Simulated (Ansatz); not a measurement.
Input

```
crystal:
  periodic: [false, false, false]
  atoms:
    - {symbol: F, position_ang: [-1.494168, -1.457044, 1.514150]}
    - {symbol: C, position_ang: [-0.667691, -0.647928, 0.678741]}
    - {symbol: N, position_ang: [0.870991, 0.854189, -1.167370]}
    - {symbol: H, position_ang: [0.006510, -0.068428, 1.302981]}
    - {symbol: H, position_ang: [-1.295631, 0.015177, 0.090611]}
    - {symbol: H, position_ang: [-0.100476, -1.287801, 0.009047]}
    - {symbol: H, position_ang: [1.885895, 0.714657, -1.228191]}
    - {symbol: H, position_ang: [0.794669, 1.877079, -1.199968]}
basis:
  gaussian: {orbitals: "def2-TZVPPD.json"}
total_charge: -1
hamiltonian: {xc: pbe0, dispersion: d4}
output: {orbitals: {seedname: orbitals}}
```

Launched as:

```sh
ansatz run in.yaml --threads 2 --pin off --events-out ev --progress --plain --max-ram 4352MiB
```

The reactant side of a reaction path; geometry: PBE0-D4/def2-TZVPD; the highest occupied orbital lies above zero, a sign that basis and functional describe the outermost electron poorly.

The calculation used Ansatz 0.2.0, RKS PBE0-D4/def2-TZVPPD.

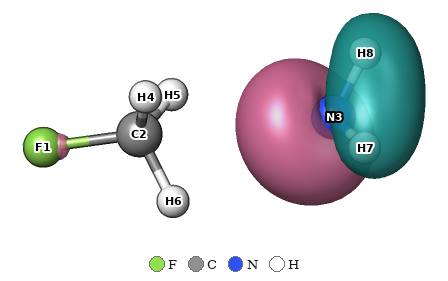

CH3F···NH2 (charge −1). The HOMO−1 at ±0.15 Å⁻³ᐟ² (teal and pink are the two phases), seen at a tilt.

Describe this orbital and give its energy.

Answer. It lies mainly on N3 (about 75 %), H8 (about 10 %) and H7 (about 10 %); largely a lone pair of N3. Its energy is −0.89 eV.
